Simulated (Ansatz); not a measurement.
```xyz
5

F    -0.6702   -0.4781    0.7936
F     1.3827    0.8221    0.5432
Ge    0.1976    0.1156   -0.9165
Ge    1.1759   -0.9785    1.4064
H     1.1875   -1.3456   -0.3965
```

Geometry: BLYP-D3(BJ)/def2-SVP.

All numbers below come from isolated molecule in a Gaussian basis; Kohn-Sham density functional theory, functional PBE0 (Ansatz 0.2.0).

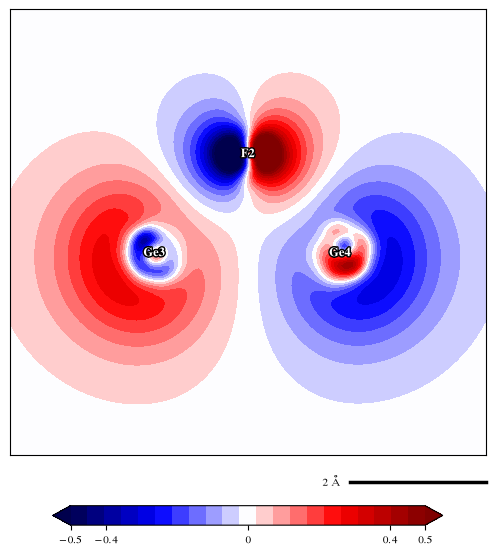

F₂Ge₂H (charge +1). The HOMO−1 on the plane of atoms Ge3, F2 and Ge4 (values in Å⁻³ᐟ²; the overall sign is arbitrary).

### What is the character of this orbital?

Its weight (Hirshfeld) is mainly on Ge4 (about 35 %), Ge3 (about 35 %), F2 (about 15 %) and F1 (about 15 %). Its energy is −15.44 eV.
